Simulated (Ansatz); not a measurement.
# One shape, several levels: InH2F (SMILES [H][In]([H])[F])

Wanted: a comparison of 6 runs (r2SCAN/STO-3G, r2SCAN0/STO-3G, wB97X/STO-3G, RPA@PBE/STO-3G, CCSDT/STO-3G, UCCSD(T)/STO-3G) of InH2F. 

Program for the calculation: Ansatz 0.2.0.

58 further runs of the same task are left out: 2 that didn't finish, 56 set aside as unsound or not needed.

## 1. The system as given

InH2F has 4 atoms, charge 0, and is taken as a singlet. As SMILES, `[H][In]([H])[F]`. The H3–In1 distance was set to 2.537 Å, away from the relaxed value. At this shape a bond of the SMILES string is far longer than usual.

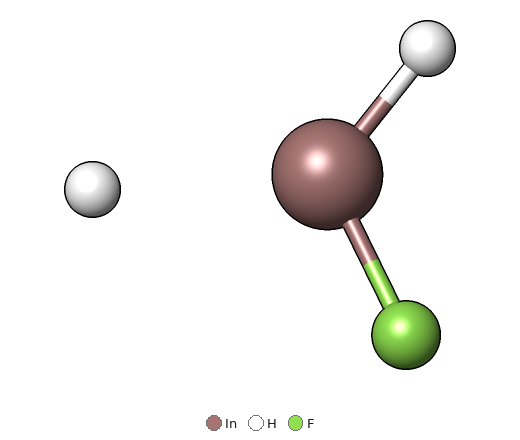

The structure, seen from a chosen angle (indium brown, hydrogen white, fluorine green).

## 2. A single-point energy at r2SCAN/STO-3G (run 1)

Input file input.yaml:

```yaml
crystal:
  periodic: [false, false, false]
  atoms:
    - {symbol: In, position_ang: [0.549491, -0.578676, 0.009145]}
    - {symbol: H, position_ang: [2.231511, -0.769776, 0.022915]}
    - {symbol: H, position_ang: [-0.891440, 1.509340, -0.018860]}
    - {symbol: F, position_ang: [-0.448629, -2.248916, 0.014795]}
basis:
  gaussian: {orbitals: STO-3G}
magnetization: {spin_polarized: false, initial_magnetization: 0}
hamiltonian: {xc: {name: r2SCAN}}
accuracy: high
```

Started as:

```sh
$ ansatz run input.yaml --threads 1 --pin off --max-ram 2610MiB --events-out events.jsonl --progress --plain --runs-dir runs
```

The log of the run:

```text
Warning: RAYON_NUM_THREADS=1 ignored (pool sized by the plan → 1); use --threads N
Functional definition: r2SCAN
  name "r2SCAN"
  parameter k0 = 0.174
  parameter k1 = 0.065
  parameter a1 = 4.9479
  exchange = r2scan_x(k0 = k0, k1 = k1, a1 = a1)
  correlation = r2scan_c
618 factors; integrals over basis functions are off by at most 4.9e-9 eV
mean field evaluation 1: about -157399.5305 eV, gradient 2.9e1 eV
mean field evaluation 2: about -157367.8276 eV, gradient 9.9e1 eV
mean field evaluation 4: about -157402.9162 eV, gradient 1.6e1 eV
mean field evaluation 8: about -157404.1385 eV, gradient 2.5e-1 eV
mean field evaluation 16: about -157404.1389 eV, gradient 1.5e-6 eV
mean field -157404.13892027 eV, -5784.4954129626 hartree, gradient 6.3e-9 eV, S^2 0.000000; 0 other end points of the search recorded, 0 dependent functions left out
reference -157404.13892066 eV, -5784.4954129769 hartree; 30, 30 occupied and 4, 4 virtual orbitals, 618 factors
Total energy: -157404.13892066 eV, -5784.4954129769 hartree
```

Wall time 3.9 s (1 thread of Arm Neoverse V2, shared host); peak memory 0.14 GiB.

## 3. The energy at r2SCAN0/STO-3G (run 2)

Input file input.yaml:

```yaml
basis:
  gaussian:
    orbitals: STO-3G
crystal:
  periodic: [false, false, false]
  atoms:
    - symbol: In
      position_ang: [0.549491, -0.578676, 0.009145]
    - symbol: H
      position_ang: [2.231511, -0.769776, 0.022915]
    - symbol: H
      position_ang: [-0.891440, 1.509340, -0.018860]
    - symbol: F
      position_ang: [-0.448629, -2.248916, 0.014795]
hamiltonian:
  xc: {name: r2SCAN0}
accuracy: high
```

Started as:

```sh
$ ansatz run input.yaml --threads 1 --pin off --max-ram 2610MiB --events-out events.jsonl --progress --plain --runs-dir runs
```

The log of the run:

```text
Warning: RAYON_NUM_THREADS=1 ignored (pool sized by the plan → 1); use --threads N
Functional definition: r2SCAN0
  name "r2SCAN0"
  parameter a = 0.25
[... 3 set-up lines as earlier in the session ...]
  exchange = (1 - a)*r2scan_x(k0 = k0, k1 = k1, a1 = a1) + a*exact_x
[... 1 set-up line as earlier in the session ...]
618 factors; integrals over basis functions are off by at most 4.9e-9 eV
mean field evaluation 1: about -157403.8961 eV, gradient 2.1e1 eV
mean field evaluation 2: about -157394.1781 eV, gradient 6.2e1 eV
mean field evaluation 4: about -157406.5099 eV, gradient 3.5e0 eV
mean field evaluation 8: about -157406.5170 eV, gradient 4.1e-2 eV
mean field evaluation 16: about -157406.5171 eV, gradient 1.2e-6 eV
mean field -157406.51705006 eV, -5784.5828076204 hartree, gradient 7.6e-9 eV, S^2 0.000000; 0 other end points of the search recorded, 0 dependent functions left out
reference -157406.51705037 eV, -5784.5828076318 hartree; 30, 30 occupied and 4, 4 virtual orbitals, 618 factors
Total energy: -157406.51705037 eV, -5784.5828076318 hartree
```

Run time: 3.9 s. Hardware: 1 thread of Arm Neoverse V2, shared host; peak memory 0.15 GiB.

Runs 3 to 5 aren't shown in full; the table further down has their settings and results.

## 4. A single-point energy at UCCSD(T)/STO-3G (run 6)

Input file run.yaml:

```yaml
crystal:
  periodic: [false, false, false]
  atoms:
    - {symbol: In, position_ang: [0.549491, -0.578676, 0.009145]}
    - {symbol: H, position_ang: [2.231511, -0.769776, 0.022915]}
    - {symbol: H, position_ang: [-0.891440, 1.509340, -0.018860]}
    - {symbol: F, position_ang: [-0.448629, -2.248916, 0.014795]}
basis:
  gaussian: {orbitals: STO-3G}
magnetization: {spin_polarized: true, initial_magnetization: 0}
correlation: {method: ccsd_t, frozen_orbitals: {F: 1, H: 0, In: 18}}
accuracy: high
scf: {omitted_lower_state_checks: [cluster_reference, increment]}
```

Started as:

```sh
$ ansatz run run.yaml --threads 1 --pin off --max-ram 2610MiB --events-out events.jsonl --progress --plain --runs-dir runs
```

The log of the run:

```text
Warning: RAYON_NUM_THREADS=1 ignored (pool sized by the plan → 1); use --threads N
Functional definition: HF
  name "HF"
  exchange = exact_x
  correlation = 0
these checks for a lower state are left out or cut short: cluster_reference, increment
618 factors; integrals over basis functions are off by at most 4.9e-9 eV
mean field evaluation 1: about -157331.6106 eV, gradient 1.4e1 eV
mean field evaluation 2: about -157331.6276 eV, gradient 1.4e1 eV
mean field evaluation 4: about -157334.2686 eV, gradient 1.2e0 eV
mean field evaluation 8: about -157334.2921 eV, gradient 5.1e-2 eV
mean field evaluation 16: about -157334.5060 eV, gradient 1.2e0 eV
mean field evaluation 32: about -157334.7063 eV, gradient 2.3e-1 eV
mean field -157334.74221099 eV, -5781.9451309352 hartree, gradient 3.1e-8 eV, S^2 0.545406; 3 other end points of the search recorded, 0 dependent functions left out
19 core orbitals not correlated: weight in the atoms' cores, before any rotation towards them, 1.000 or more for the frozen orbitals, at most 0.000 for the correlated occupied ones
reference -157334.74221099 eV, -5781.9451309352 hartree; 11, 11 occupied and 4, 4 virtual orbitals, 618 factors
second order -1.25057356 eV of doubles, -0.00000000 eV of singles
cycle   1  -1.44045897 eV  change   -1.9e-1 eV  update   1.1e-1
cycle   2  -1.67291687 eV  change   -2.3e-1 eV  update   6.0e-2
cycle   3  -1.85825801 eV  change   -1.9e-1 eV  update   5.1e-2
cycle   4  -2.06139876 eV  change   -2.0e-1 eV  update   3.8e-2
cycle   5  -2.24283989 eV  change   -1.8e-1 eV  update   2.4e-2
cycle   6  -2.29633471 eV  change   -5.3e-2 eV  update   1.3e-2
cycle   7  -2.30748328 eV  change   -1.1e-2 eV  update   5.5e-3
cycle   8  -2.31279406 eV  change   -5.3e-3 eV  update   2.2e-3
cycle   9  -2.31545501 eV  change   -2.7e-3 eV  update   1.3e-3
cycle  10  -2.31617919 eV  change   -7.2e-4 eV  update   4.6e-4
cycle  11  -2.31636084 eV  change   -1.8e-4 eV  update   2.2e-4
cycle  12  -2.31639996 eV  change   -3.9e-5 eV  update   9.7e-5
cycle  13  -2.31639307 eV  change    6.9e-6 eV  update   4.7e-5
cycle  14  -2.31637743 eV  change    1.6e-5 eV  update   1.9e-5
cycle  15  -2.31635680 eV  change    2.1e-5 eV  update   8.2e-6
cycle  16  -2.31635776 eV  change   -9.6e-7 eV  update   4.3e-6
cycle  17  -2.31635641 eV  change    1.3e-6 eV  update   2.4e-6
cycle  18  -2.31636034 eV  change   -3.9e-6 eV  update   1.6e-6
cycle  19  -2.31636364 eV  change   -3.3e-6 eV  update   9.8e-7
cycle  20  -2.31636724 eV  change   -3.6e-6 eV  update   6.8e-7
cycle  21  -2.31636984 eV  change   -2.6e-6 eV  update   3.3e-7
cycle  22  -2.31637028 eV  change   -4.5e-7 eV  update   1.4e-7
cycle  23  -2.31637051 eV  change   -2.3e-7 eV  update   8.6e-8
cycle  24  -2.31637058 eV  change   -6.7e-8 eV  update   6.3e-8
cycle  25  -2.31636985 eV  change    7.3e-7 eV  update   2.5e-7
cycle  26  -2.31636897 eV  change    8.7e-7 eV  update   1.2e-7
cycle  27  -2.31636879 eV  change    1.8e-7 eV  update   4.1e-8
cycle  28  -2.31636873 eV  change    5.9e-8 eV  update   2.1e-8
cycle  29  -2.31636872 eV  change    9.7e-9 eV  update   1.2e-8
cycle  30  -2.31636873 eV  change   -8.1e-9 eV  update   4.4e-9
cycle  31  -2.31636873 eV  change   -3.5e-9 eV  update   2.1e-9
cycle  32  -2.31636873 eV  change    1.0e-9 eV  update   1.0e-9
perturbative correction -0.18759588 eV, -0.0068940214 hartree
Total energy: -157337.24617560 eV, -5782.0371499374 hartree
Checks for a lower state left out: cluster_reference, increment
```

Run time: 1.2 s. Hardware: 1 thread of Arm Neoverse V2, shared host; peak memory 0.11 GiB.

## 5. All runs side by side

| run | level | frozen core orbitals | energy (Eh) | wall time |
| --- | --- | --- | --- | --- |
| 1 | r2SCAN/STO-3G | – | -5784.495413 | 3.9 s |
| 2 | r2SCAN0/STO-3G | – | -5784.582808 | 3.9 s |
| 3 | wB97X/STO-3G | – | -5784.464147 | 6 s |
| 4 | RPA@PBE/STO-3G | 19 | -5782.073956 | 2.3 s |
| 5 | CCSDT/STO-3G | 19 | -5782.038854 | 0.72 s |
| 6 | UCCSD(T)/STO-3G | 19 | -5782.037150 | 1.2 s |

## 6. Summary of results

| quantity | value |
| --- | --- |
| run 6: total energy | -5782.03715 Eh |
| run 6: correlation energy (19 core orbitals frozen) | -92.0 mEh |
| run 6: (T) correction | -6.89 mEh |
| run 6: ⟨S²⟩ of the reference determinant | 0.545 |
| run 6: T1 diagnostic | 0.059 |

**Reading.** Totals of different functionals can't be ranked against each other. In run 5 the log says that unrestricted orbitals would lower the reference, so the values rest on an unstable closed-shell determinant (other closed-shell runs at this shape may share the fault). In runs 1, 2, 3, 4, 5, 6 the basis is minimal, so the values are rough. In runs 1, 2, 3, 4, 5, 6 relativity is left out where basis or elements ask for it. Spin contamination of the reference: run 6 ⟨S²⟩ = 0.55. All runs together took 18 s, the longest 6 s.
